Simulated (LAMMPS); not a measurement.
Molecular dynamics of Ni3Al (L1_2), 864 atoms, at 100 K and 0 GPa, heated as the crystal.

All values are model results, not measurements: classical MD, pair style meam, file MoCoNiVFeAlCr_2nn.meam; code LAMMPS.

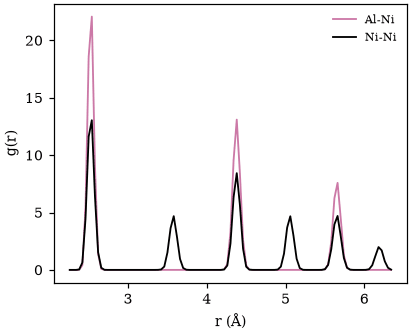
*g(r) against r (Å)*

The data show:
- state found: crystal; no diffusion seen in 30 ps
- first peak of g(r), Al-Ni: 2.53 Å, height 22.1
- coordination number of Al by Ni: 12.0 (counted to 3.42 Å)
- coordination number of Ni by Al: 4.00 (counted to 3.42 Å)
- first peak of g(r), Ni-Ni: 2.53 Å, height 13.0
